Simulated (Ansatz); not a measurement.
# BGeH₄ (doublet): B3LYP, r2SCAN0 over a scan of the distance Ge1–B2, cc-pVDZ

Aim: run BGeH₄ (doublet) with these functionals over a scan of the distance Ge1–B2, and hold them against the top wave-function level at the same points.

Computed with Ansatz 0.2.0, Gaussian basis. Level: cc-pVDZ, all electrons in the functionals.

The runs, in order: B3LYP, r2SCAN0, at 1.616 Å; 1.777 Å; 1.974 Å; 2.130 Å; 2.450 Å; 2.779 Å; 3.146 Å; 3.691 Å; 4.282 Å; 5.232 Å; 6.777 Å.

19 further runs of the same task are left out: 1 for a mislabelled method, 15 that didn't finish, 3 set aside as unsound or not needed.

### 1 The system

The geometry derives from a PBE0/def2-TZVP stationary point (not a proven minimum). One bond is set to the value named and the two fragments are kept rigid. No spin-orbit coupling is included. The filled d shell of Ge may be among the frozen orbitals whatever the setting's name suggests; the logs give the count.

6 atoms, charge 0, spin multiplicity 2.

Atoms are counted from 1 here; the program's logs count them from 0.

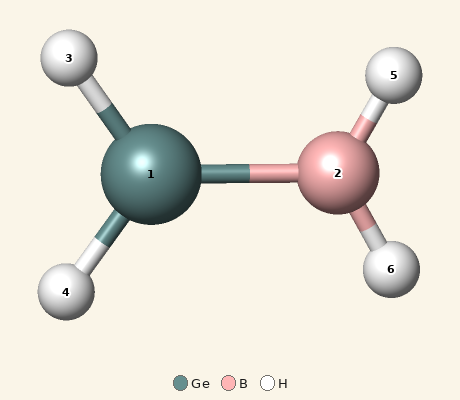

The geometry (germanium teal, boron pink, hydrogen white); atoms are numbered from 1 in the order of the file.

As a file:

```xyz
6
charge 0, multiplicity 2
Ge    0.00000    0.00000    0.28233
B     0.00000    0.00000   -1.69122
H     0.00000    1.25526    1.16698
H     0.00000   -1.25526    1.16698
H     0.00000    1.04237   -2.27063
H     0.00000   -1.04237   -2.27063
```

No dispersion term is added. B3LYP takes the VWN-RPA correlation.

The geometry shown and the zero of energy belong to the point 1.974 Å. The yardstick, UCCSDT(Q), and other wave-function levels (R restricted, U unrestricted, valence and pair active spaces) come from earlier runs.

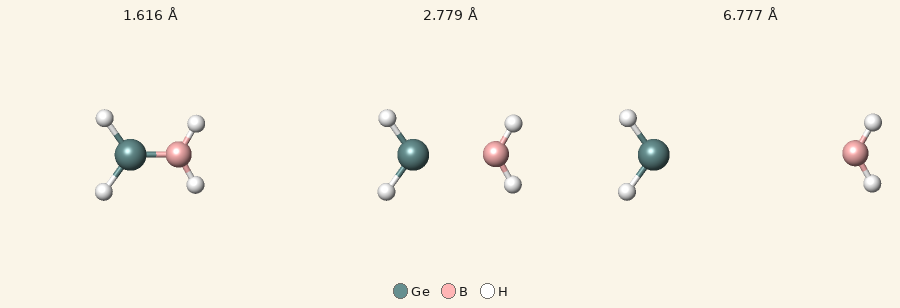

Three points of the scan; sticks are drawn by distance.

### 2 B3LYP, 1.616 Å

in.yaml

```yaml
crystal:
  periodic: [false, false, false]
  atoms:
    - {symbol: Ge, position_ang: [0.000000, 0.000000, 0.229907]}
    - {symbol: B, position_ang: [0.000000, 0.000000, -1.386093]}
    - {symbol: H, position_ang: [0.000000, 1.255258, 1.114554]}
    - {symbol: H, position_ang: [0.000000, -1.255258, 1.114554]}
    - {symbol: H, position_ang: [0.000000, 1.042369, -1.965502]}
    - {symbol: H, position_ang: [0.000000, -1.042369, -1.965502]}
basis:
  gaussian: {orbitals: cc-pVDZ}
magnetization: {spin_polarized: true, initial_magnetization: 1}
hamiltonian: {xc: {name: B3LYP}}
```

Command:

```
> ansatz run in.yaml --threads 1 --pin off --events-out ev --progress --plain --max-ram 2393MiB
```

Output:

```text
Functional definition: B3LYP
  name "B3LYP"
  cite "Stephens, Devlin, Chabalowski & Frisch, J. Phys. Chem. 98, 11623 (1994) doi:10.1021/j100096a001"
  cite "Becke, Phys. Rev. A 38, 3098 (1988) doi:10.1103/PhysRevA.38.3098"
  cite "Lee, Yang & Parr, Phys. Rev. B 37, 785 (1988) doi:10.1103/PhysRevB.37.785"
  cite "Vosko, Wilk & Nusair, Can. J. Phys. 58, 1200 (1980) doi:10.1139/p80-159"
  parameter a0 = 0.2
  parameter ax = 0.72
  parameter ac = 0.81
  exchange = (1 - a0 - ax)*slater_x + ax*b88_x + a0*exact_x
  correlation = (1 - ac)*vwn_rpa_c + ac*lyp_c
630 factors; integrals over basis functions are off by at most 1.0e-3 eV
mean field evaluation 1: about -57253.4929 eV, gradient 2.0e1 eV
mean field evaluation 2: about -57253.2518 eV, gradient 2.1e1 eV
mean field evaluation 4: about -57256.4472 eV, gradient 4.2e-1 eV
mean field evaluation 8: about -57256.4883 eV, gradient 9.1e-3 eV
mean field evaluation 16: about -57256.4883 eV, gradient 8.2e-6 eV
mean field -57256.48827426 eV, -2104.1371342375 hartree, gradient 8.1e-6 eV, S^2 0.751825; 0 other end points of the search recorded, 0 dependent functions left out
reference -57256.48848854 eV, -2104.1371421119 hartree; 21, 20 occupied and 40, 41 virtual orbitals, 630 factors
Total energy: -57256.48848854 eV, -2104.1371421119 hartree
```

Wall time 3 s (1 thread of Arm Neoverse V1, shared host).

From the report: ⟨S²⟩ of the determinant 0.752 (pure doublet: 0.75).

### 3 B3LYP, 1.777 Å

in.yaml

```yaml
crystal:
  periodic: [false, false, false]
  atoms:
    - {symbol: Ge, position_ang: [0.000000, 0.000000, 0.253513]}
    - {symbol: B, position_ang: [0.000000, 0.000000, -1.523487]}
    - {symbol: H, position_ang: [0.000000, 1.255258, 1.138160]}
    - {symbol: H, position_ang: [0.000000, -1.255258, 1.138160]}
    - {symbol: H, position_ang: [0.000000, 1.042369, -2.102896]}
    - {symbol: H, position_ang: [0.000000, -1.042369, -2.102896]}
basis:
  gaussian: {orbitals: cc-pVDZ}
magnetization: {spin_polarized: true, initial_magnetization: 1}
hamiltonian: {xc: {name: B3LYP}}
```

Same command.

Output, shortened:

```text
Functional definition: B3LYP
  name "B3LYP"
  cite "Stephens, Devlin, Chabalowski & Frisch, J. Phys. Chem. 98, 11623 (1994) doi:10.1021/j100096a001"
  cite "Becke, Phys. Rev. A 38, 3098 (1988) doi:10.1103/PhysRevA.38.3098"
  cite "Lee, Yang & Parr, Phys. Rev. B 37, 785 (1988) doi:10.1103/PhysRevB.37.785"
  cite "Vosko, Wilk & Nusair, Can. J. Phys. 58, 1200 (1980) doi:10.1139/p80-159"
[...]
630 factors; integrals over basis functions are off by at most 1.1e-3 eV
[...]
mean field -57257.91235040 eV, -2104.1894680702 hartree, gradient 1.3e-5 eV, S^2 0.751839; 0 other end points of the search recorded, 0 dependent functions left out
reference -57257.91256717 eV, -2104.1894760364 hartree; 21, 20 occupied and 40, 41 virtual orbitals, 630 factors
Total energy: -57257.91256717 eV, -2104.1894760364 hartree
```

It took 2.8 s on 1 thread of Arm Neoverse V1, shared host.

From the report: ⟨S²⟩ of the determinant 0.752 (pure doublet: 0.75).

### 4 B3LYP, 1.974 Å

in.yaml

```yaml
crystal:
  periodic: [false, false, false]
  atoms:
    - {symbol: Ge, position_ang: [0.000000, 0.000000, 0.282333]}
    - {symbol: B, position_ang: [0.000000, 0.000000, -1.691224]}
    - {symbol: H, position_ang: [0.000000, 1.255258, 1.166980]}
    - {symbol: H, position_ang: [0.000000, -1.255258, 1.166980]}
    - {symbol: H, position_ang: [0.000000, 1.042369, -2.270633]}
    - {symbol: H, position_ang: [0.000000, -1.042369, -2.270633]}
basis:
  gaussian: {orbitals: cc-pVDZ}
magnetization: {spin_polarized: true, initial_magnetization: 1}
hamiltonian: {xc: {name: B3LYP}}
```

The command is unchanged.

Output, shortened:

```text
Functional definition: B3LYP
  name "B3LYP"
  cite "Stephens, Devlin, Chabalowski & Frisch, J. Phys. Chem. 98, 11623 (1994) doi:10.1021/j100096a001"
  cite "Becke, Phys. Rev. A 38, 3098 (1988) doi:10.1103/PhysRevA.38.3098"
  cite "Lee, Yang & Parr, Phys. Rev. B 37, 785 (1988) doi:10.1103/PhysRevB.37.785"
  cite "Vosko, Wilk & Nusair, Can. J. Phys. 58, 1200 (1980) doi:10.1139/p80-159"
[...]
630 factors; integrals over basis functions are off by at most 1.1e-3 eV
[...]
mean field -57258.38735201 eV, -2104.2069240575 hartree, gradient 7.0e-5 eV, S^2 0.751919; 0 other end points of the search recorded, 0 dependent functions left out
reference -57258.38757251 eV, -2104.2069321605 hartree; 21, 20 occupied and 40, 41 virtual orbitals, 630 factors
Total energy: -57258.38757251 eV, -2104.2069321605 hartree
```

Wall time 2.8 s (1 thread of Arm Neoverse V1, shared host).

From the report: ⟨S²⟩ of the determinant 0.752 (pure doublet: 0.75).

### 5 B3LYP, 2.130 Å

in.yaml

```yaml
crystal:
  periodic: [false, false, false]
  atoms:
    - {symbol: Ge, position_ang: [0.000000, 0.000000, 0.305271]}
    - {symbol: B, position_ang: [0.000000, 0.000000, -1.824729]}
    - {symbol: H, position_ang: [0.000000, 1.255258, 1.189918]}
    - {symbol: H, position_ang: [0.000000, -1.255258, 1.189918]}
    - {symbol: H, position_ang: [0.000000, 1.042369, -2.404138]}
    - {symbol: H, position_ang: [0.000000, -1.042369, -2.404138]}
basis:
  gaussian: {orbitals: cc-pVDZ}
magnetization: {spin_polarized: true, initial_magnetization: 1}
hamiltonian: {xc: {name: B3LYP}}
```

Launched as before.

Output, shortened:

```text
Functional definition: B3LYP
  name "B3LYP"
  cite "Stephens, Devlin, Chabalowski & Frisch, J. Phys. Chem. 98, 11623 (1994) doi:10.1021/j100096a001"
  cite "Becke, Phys. Rev. A 38, 3098 (1988) doi:10.1103/PhysRevA.38.3098"
  cite "Lee, Yang & Parr, Phys. Rev. B 37, 785 (1988) doi:10.1103/PhysRevB.37.785"
  cite "Vosko, Wilk & Nusair, Can. J. Phys. 58, 1200 (1980) doi:10.1139/p80-159"
[...]
630 factors; integrals over basis functions are off by at most 1.1e-3 eV
[...]
mean field -57258.25917315 eV, -2104.2022135713 hartree, gradient 2.6e-5 eV, S^2 0.752032; 0 other end points of the search recorded, 0 dependent functions left out
reference -57258.25939684 eV, -2104.2022217916 hartree; 21, 20 occupied and 40, 41 virtual orbitals, 630 factors
Total energy: -57258.25939684 eV, -2104.2022217916 hartree
```

Run time: 2.8 s. Hardware: 1 thread of Arm Neoverse V1, shared host.

From the report: ⟨S²⟩ of the determinant 0.752 (pure doublet: 0.75).

From 1.974 Å: +0.128 eV.

### 6 B3LYP, 2.450 Å

in.yaml

```yaml
crystal:
  periodic: [false, false, false]
  atoms:
    - {symbol: Ge, position_ang: [0.000000, 0.000000, 0.352190]}
    - {symbol: B, position_ang: [0.000000, 0.000000, -2.097810]}
    - {symbol: H, position_ang: [0.000000, 1.255258, 1.236837]}
    - {symbol: H, position_ang: [0.000000, -1.255258, 1.236837]}
    - {symbol: H, position_ang: [0.000000, 1.042369, -2.677219]}
    - {symbol: H, position_ang: [0.000000, -1.042369, -2.677219]}
basis:
  gaussian: {orbitals: cc-pVDZ}
magnetization: {spin_polarized: true, initial_magnetization: 1}
hamiltonian: {xc: {name: B3LYP}}
```

The command is unchanged.

Output, shortened:

```text
Functional definition: B3LYP
  name "B3LYP"
  cite "Stephens, Devlin, Chabalowski & Frisch, J. Phys. Chem. 98, 11623 (1994) doi:10.1021/j100096a001"
  cite "Becke, Phys. Rev. A 38, 3098 (1988) doi:10.1103/PhysRevA.38.3098"
  cite "Lee, Yang & Parr, Phys. Rev. B 37, 785 (1988) doi:10.1103/PhysRevB.37.785"
  cite "Vosko, Wilk & Nusair, Can. J. Phys. 58, 1200 (1980) doi:10.1139/p80-159"
[...]
632 factors; integrals over basis functions are off by at most 1.2e-3 eV
[...]
mean field -57257.45267915 eV, -2104.1725754632 hartree, gradient 1.6e-5 eV, S^2 0.752497; 0 other end points of the search recorded, 0 dependent functions left out
reference -57257.45290978 eV, -2104.1725839390 hartree; 21, 20 occupied and 40, 41 virtual orbitals, 632 factors
Total energy: -57257.45290978 eV, -2104.1725839390 hartree
```

Run time: 2.9 s. Hardware: 1 thread of Arm Neoverse V1, shared host.

From the report: ⟨S²⟩ of the determinant 0.752 (pure doublet: 0.75).

From 1.974 Å: +0.935 eV.

### 7 B3LYP, 2.779 Å

in.yaml

```yaml
crystal:
  periodic: [false, false, false]
  atoms:
    - {symbol: Ge, position_ang: [0.000000, 0.000000, 0.400428]}
    - {symbol: B, position_ang: [0.000000, 0.000000, -2.378572]}
    - {symbol: H, position_ang: [0.000000, 1.255258, 1.285075]}
    - {symbol: H, position_ang: [0.000000, -1.255258, 1.285075]}
    - {symbol: H, position_ang: [0.000000, 1.042369, -2.957981]}
    - {symbol: H, position_ang: [0.000000, -1.042369, -2.957981]}
basis:
  gaussian: {orbitals: cc-pVDZ}
magnetization: {spin_polarized: true, initial_magnetization: 1}
hamiltonian: {xc: {name: B3LYP}}
```

The command is unchanged.

Output, shortened:

```text
Functional definition: B3LYP
  name "B3LYP"
  cite "Stephens, Devlin, Chabalowski & Frisch, J. Phys. Chem. 98, 11623 (1994) doi:10.1021/j100096a001"
  cite "Becke, Phys. Rev. A 38, 3098 (1988) doi:10.1103/PhysRevA.38.3098"
  cite "Lee, Yang & Parr, Phys. Rev. B 37, 785 (1988) doi:10.1103/PhysRevB.37.785"
  cite "Vosko, Wilk & Nusair, Can. J. Phys. 58, 1200 (1980) doi:10.1139/p80-159"
[...]
632 factors; integrals over basis functions are off by at most 1.2e-3 eV
[...]
mean field -57256.45850573 eV, -2104.1360402641 hartree, gradient 8.2e-6 eV, S^2 0.754334; 0 other end points of the search recorded, 0 dependent functions left out
reference -57256.45874425 eV, -2104.1360490295 hartree; 21, 20 occupied and 40, 41 virtual orbitals, 632 factors
Total energy: -57256.45874425 eV, -2104.1360490295 hartree
```

Wall time 3.5 s (1 thread of Arm Neoverse V1, shared host).

From the report: ⟨S²⟩ of the determinant 0.754 (pure doublet: 0.75).

From 1.974 Å: +1.929 eV.

### 8 B3LYP, 3.146 Å

in.yaml

```yaml
crystal:
  periodic: [false, false, false]
  atoms:
    - {symbol: Ge, position_ang: [0.000000, 0.000000, 0.454239]}
    - {symbol: B, position_ang: [0.000000, 0.000000, -2.691761]}
    - {symbol: H, position_ang: [0.000000, 1.255258, 1.338886]}
    - {symbol: H, position_ang: [0.000000, -1.255258, 1.338886]}
    - {symbol: H, position_ang: [0.000000, 1.042369, -3.271170]}
    - {symbol: H, position_ang: [0.000000, -1.042369, -3.271170]}
basis:
  gaussian: {orbitals: cc-pVDZ}
magnetization: {spin_polarized: true, initial_magnetization: 1}
hamiltonian: {xc: {name: B3LYP}}
```

Same command.

Output, shortened:

```text
Functional definition: B3LYP
  name "B3LYP"
  cite "Stephens, Devlin, Chabalowski & Frisch, J. Phys. Chem. 98, 11623 (1994) doi:10.1021/j100096a001"
  cite "Becke, Phys. Rev. A 38, 3098 (1988) doi:10.1103/PhysRevA.38.3098"
  cite "Lee, Yang & Parr, Phys. Rev. B 37, 785 (1988) doi:10.1103/PhysRevB.37.785"
  cite "Vosko, Wilk & Nusair, Can. J. Phys. 58, 1200 (1980) doi:10.1139/p80-159"
[...]
632 factors; integrals over basis functions are off by at most 1.2e-3 eV
[...]
mean field -57255.47504269 eV, -2104.0998986641 hartree, gradient 4.6e-6 eV, S^2 0.789707; 5 other end points of the search recorded, 0 dependent functions left out
reference -57255.47529224 eV, -2104.0999078349 hartree; 21, 20 occupied and 40, 41 virtual orbitals, 632 factors
Total energy: -57255.47529224 eV, -2104.0999078349 hartree
```

It took 4.8 s on 1 thread of Arm Neoverse V1, shared host.

From the report: ⟨S²⟩ of the determinant 0.790 (pure doublet: 0.75).

From 1.974 Å: +2.912 eV.

### 9 B3LYP, 3.691 Å

in.yaml

```yaml
crystal:
  periodic: [false, false, false]
  atoms:
    - {symbol: Ge, position_ang: [0.000000, 0.000000, 0.534147]}
    - {symbol: B, position_ang: [0.000000, 0.000000, -3.156853]}
    - {symbol: H, position_ang: [0.000000, 1.255258, 1.418794]}
    - {symbol: H, position_ang: [0.000000, -1.255258, 1.418794]}
    - {symbol: H, position_ang: [0.000000, 1.042369, -3.736262]}
    - {symbol: H, position_ang: [0.000000, -1.042369, -3.736262]}
basis:
  gaussian: {orbitals: cc-pVDZ}
magnetization: {spin_polarized: true, initial_magnetization: 1}
hamiltonian: {xc: {name: B3LYP}}
```

Launched as before.

Output, shortened:

```text
Functional definition: B3LYP
  name "B3LYP"
  cite "Stephens, Devlin, Chabalowski & Frisch, J. Phys. Chem. 98, 11623 (1994) doi:10.1021/j100096a001"
  cite "Becke, Phys. Rev. A 38, 3098 (1988) doi:10.1103/PhysRevA.38.3098"
  cite "Lee, Yang & Parr, Phys. Rev. B 37, 785 (1988) doi:10.1103/PhysRevB.37.785"
  cite "Vosko, Wilk & Nusair, Can. J. Phys. 58, 1200 (1980) doi:10.1139/p80-159"
[...]
632 factors; integrals over basis functions are off by at most 1.2e-3 eV
[...]
mean field -57255.08182568 eV, -2104.0854482055 hartree, gradient 1.2e-5 eV, S^2 0.840593; 7 other end points of the search recorded, 0 dependent functions left out
reference -57255.08208564 eV, -2104.0854577588 hartree; 21, 20 occupied and 40, 41 virtual orbitals, 632 factors
Total energy: -57255.08208564 eV, -2104.0854577588 hartree
```

Run time: 8.5 s. Hardware: 1 thread of Arm Neoverse V1, shared host.

From the report: ⟨S²⟩ of the determinant 0.841 (pure doublet: 0.75).

From 1.974 Å: +3.305 eV.

### 10 B3LYP, 4.282 Å

in.yaml

```yaml
crystal:
  periodic: [false, false, false]
  atoms:
    - {symbol: Ge, position_ang: [0.000000, 0.000000, 0.620801]}
    - {symbol: B, position_ang: [0.000000, 0.000000, -3.661199]}
    - {symbol: H, position_ang: [0.000000, 1.255258, 1.505448]}
    - {symbol: H, position_ang: [0.000000, -1.255258, 1.505448]}
    - {symbol: H, position_ang: [0.000000, 1.042369, -4.240608]}
    - {symbol: H, position_ang: [0.000000, -1.042369, -4.240608]}
basis:
  gaussian: {orbitals: cc-pVDZ}
magnetization: {spin_polarized: true, initial_magnetization: 1}
hamiltonian: {xc: {name: B3LYP}}
```

Same command.

Output, shortened:

```text
Functional definition: B3LYP
  name "B3LYP"
  cite "Stephens, Devlin, Chabalowski & Frisch, J. Phys. Chem. 98, 11623 (1994) doi:10.1021/j100096a001"
  cite "Becke, Phys. Rev. A 38, 3098 (1988) doi:10.1103/PhysRevA.38.3098"
  cite "Lee, Yang & Parr, Phys. Rev. B 37, 785 (1988) doi:10.1103/PhysRevB.37.785"
  cite "Vosko, Wilk & Nusair, Can. J. Phys. 58, 1200 (1980) doi:10.1139/p80-159"
[...]
632 factors; integrals over basis functions are off by at most 1.2e-3 eV
[...]
mean field -57255.11472849 eV, -2104.0866573613 hartree, gradient 3.4e-6 eV, S^2 0.751286; 2 other end points of the search recorded, 0 dependent functions left out
reference -57255.11500198 eV, -2104.0866674118 hartree; 21, 20 occupied and 40, 41 virtual orbitals, 632 factors
Total energy: -57255.11500198 eV, -2104.0866674118 hartree
```

It took 5.5 s on 1 thread of Arm Neoverse V1, shared host.

From the report: ⟨S²⟩ of the determinant 0.751 (pure doublet: 0.75).

From 1.974 Å: +3.273 eV.

### 11 B3LYP, 5.232 Å

in.yaml

```yaml
crystal:
  periodic: [false, false, false]
  atoms:
    - {symbol: Ge, position_ang: [0.000000, 0.000000, 0.760092]}
    - {symbol: B, position_ang: [0.000000, 0.000000, -4.471908]}
    - {symbol: H, position_ang: [0.000000, 1.255258, 1.644739]}
    - {symbol: H, position_ang: [0.000000, -1.255258, 1.644739]}
    - {symbol: H, position_ang: [0.000000, 1.042369, -5.051317]}
    - {symbol: H, position_ang: [0.000000, -1.042369, -5.051317]}
basis:
  gaussian: {orbitals: cc-pVDZ}
magnetization: {spin_polarized: true, initial_magnetization: 1}
hamiltonian: {xc: {name: B3LYP}}
```

The command is unchanged.

Output, shortened:

```text
Functional definition: B3LYP
  name "B3LYP"
  cite "Stephens, Devlin, Chabalowski & Frisch, J. Phys. Chem. 98, 11623 (1994) doi:10.1021/j100096a001"
  cite "Becke, Phys. Rev. A 38, 3098 (1988) doi:10.1103/PhysRevA.38.3098"
  cite "Lee, Yang & Parr, Phys. Rev. B 37, 785 (1988) doi:10.1103/PhysRevB.37.785"
  cite "Vosko, Wilk & Nusair, Can. J. Phys. 58, 1200 (1980) doi:10.1139/p80-159"
[...]
632 factors; integrals over basis functions are off by at most 1.2e-3 eV
[...]
mean field -57255.13339580 eV, -2104.0873433722 hartree, gradient 2.2e-6 eV, S^2 0.751136; 2 other end points of the search recorded, 0 dependent functions left out
reference -57255.13368543 eV, -2104.0873540162 hartree; 21, 20 occupied and 40, 41 virtual orbitals, 632 factors
Total energy: -57255.13368543 eV, -2104.0873540162 hartree
```

Run time: 3.9 s. Hardware: 1 thread of Arm Neoverse V1, shared host.

From the report: ⟨S²⟩ of the determinant 0.751 (pure doublet: 0.75).

From 1.974 Å: +3.254 eV.

### 12 B3LYP, 6.777 Å

in.yaml

```yaml
crystal:
  periodic: [false, false, false]
  atoms:
    - {symbol: Ge, position_ang: [0.000000, 0.000000, 0.986622]}
    - {symbol: B, position_ang: [0.000000, 0.000000, -5.790378]}
    - {symbol: H, position_ang: [0.000000, 1.255258, 1.871269]}
    - {symbol: H, position_ang: [0.000000, -1.255258, 1.871269]}
    - {symbol: H, position_ang: [0.000000, 1.042369, -6.369787]}
    - {symbol: H, position_ang: [0.000000, -1.042369, -6.369787]}
basis:
  gaussian: {orbitals: cc-pVDZ}
magnetization: {spin_polarized: true, initial_magnetization: 1}
hamiltonian: {xc: {name: B3LYP}}
```

The command is unchanged.

Output, shortened:

```text
Functional definition: B3LYP
  name "B3LYP"
  cite "Stephens, Devlin, Chabalowski & Frisch, J. Phys. Chem. 98, 11623 (1994) doi:10.1021/j100096a001"
  cite "Becke, Phys. Rev. A 38, 3098 (1988) doi:10.1103/PhysRevA.38.3098"
  cite "Lee, Yang & Parr, Phys. Rev. B 37, 785 (1988) doi:10.1103/PhysRevB.37.785"
  cite "Vosko, Wilk & Nusair, Can. J. Phys. 58, 1200 (1980) doi:10.1139/p80-159"
[...]
632 factors; integrals over basis functions are off by at most 1.2e-3 eV
[...]
mean field -57255.14317227 eV, -2104.0877026509 hartree, gradient 9.2e-6 eV, S^2 0.751131; 3 other end points of the search recorded, 0 dependent functions left out
reference -57255.14348407 eV, -2104.0877141094 hartree; 21, 20 occupied and 40, 41 virtual orbitals, 632 factors
Total energy: -57255.14348407 eV, -2104.0877141094 hartree
```

Wall time 3.7 s (1 thread of Arm Neoverse V1, shared host).

From the report: ⟨S²⟩ of the determinant 0.751 (pure doublet: 0.75).

From 1.974 Å: +3.244 eV.

### 13 r2SCAN0, 1.616 Å

in.yaml

```yaml
crystal:
  periodic: [false, false, false]
  atoms:
    - {symbol: Ge, position_ang: [0.000000, 0.000000, 0.229907]}
    - {symbol: B, position_ang: [0.000000, 0.000000, -1.386093]}
    - {symbol: H, position_ang: [0.000000, 1.255258, 1.114554]}
    - {symbol: H, position_ang: [0.000000, -1.255258, 1.114554]}
    - {symbol: H, position_ang: [0.000000, 1.042369, -1.965502]}
    - {symbol: H, position_ang: [0.000000, -1.042369, -1.965502]}
basis:
  gaussian: {orbitals: cc-pVDZ}
magnetization: {spin_polarized: true, initial_magnetization: 1}
hamiltonian: {xc: {name: r2SCAN0}}
```

The command is unchanged.

Output, shortened:

```text
Functional definition: r2SCAN0
  name "r2SCAN0"
  cite "Bursch, Neugebauer, Ehlert & Grimme, J. Chem. Phys. 156, 134105 (2022) doi:10.1063/5.0086040"
  cite "Furness, Kaplan, Ning, Perdew & Sun, J. Phys. Chem. Lett. 11, 8208 (2020) doi:10.1021/acs.jpclett.0c02405"
  cite "Furness, Kaplan, Ning, Perdew & Sun, J. Phys. Chem. Lett. 11, 9248 (2020) doi:10.1021/acs.jpclett.0c03077"
  parent r2scan
[...]
630 factors; integrals over basis functions are off by at most 1.0e-3 eV
[...]
mean field -57253.75744410 eV, -2104.0367780801 hartree, gradient 1.5e-5 eV, S^2 0.754865; 0 other end points of the search recorded, 0 dependent functions left out
reference -57253.75745217 eV, -2104.0367783766 hartree; 21, 20 occupied and 40, 41 virtual orbitals, 630 factors
Total energy: -57253.75745217 eV, -2104.0367783766 hartree
```

Run time: 7 s. Hardware: 1 thread of Arm Neoverse V1, shared host.

From the report: ⟨S²⟩ of the determinant 0.755 (pure doublet: 0.75).

(Part 1 of 2 ends here.)
